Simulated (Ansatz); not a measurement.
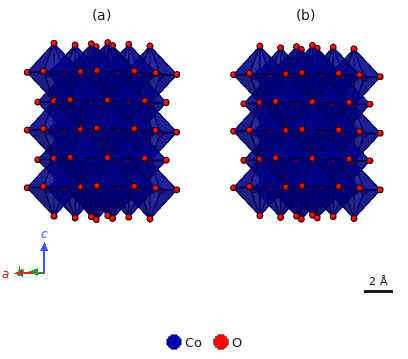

The structure of solid CoO (set up in Fm-3m) before (left) and after (right) a relaxation, at one scale.

A polyhedral model of the conventional cell (4 times the calculation's cell), repeated 1 × 2 × 2 with one cell outlined, seen from a free direction. Lengths and directions refer to the drawn axes.

Case: relaxed again under DFT PBEsol, scalar-relativistic, plane waves, PAW.

Level of theory: DFT PBEsol, scalar-relativistic, plane waves, PAW (Ansatz 0.2.0).

Input file:
```yaml
crystal:
  lattice:
    - [0.0, 2.1241565611, 2.1241565611]
    - [2.1241565611, 0.0, 2.1241565611]
    - [2.1241565611, 2.1241565611, 0.0]
  atoms:
    - { symbol: Co, position: [0.0, 0.0, 0.0], spin: 2.74 }
    - { symbol: O, position: [0.5, 0.5, 0.5], spin: 0.35 }
basis:
  ecutwfc: 420
kpoints:
  mp_grid: { grid: [16, 16, 16] }
hamiltonian:
  xc: pbesol
scf:
  occupations: { method: gaussian, width: 0.1 }
output:
  forces: true
  stress: true
  eigenvalues: true
  populations: true
  write_density: true
  write_potential: true
  elf: true
  volumetric_format: npy
magnetization:
  spin_polarized: true
relax:
  adjacent_minimum: "off"
  f_tol: 0.005
  max_steps: 50
  cell: { stress_tol: 0.05 }
```

Launched with:
```bash
ansatz run input.yaml --threads 1 --pin off --max-ram 2560MiB --backend cpu --events-out ev --progress --plain --runs-dir out
```

Summarise the run.

Answer. The energy falls by 15.5 meV per atom in 4 accepted moves (6 points after the start). All forces vanish by symmetry, so only the cell relaxes. The pressure goes from −9.09 to 0.00 GPa. At 2 points the geometry stayed and the basis and grid were re-selected for the new cell (energy shift of 2.0 meV per atom at most each time). The atoms keep their places relative to the cell (all moves are under 0.005 Å). The drawn cell changes as follows: a = b = c 4.248 → 4.166 Å (−1.9 %); the volume changes by −5.7 %. Near-neighbour distances that change, for instance: Co1–O2 2.124 → 2.083 Å. The space group stays Fm-3m (No. 225).
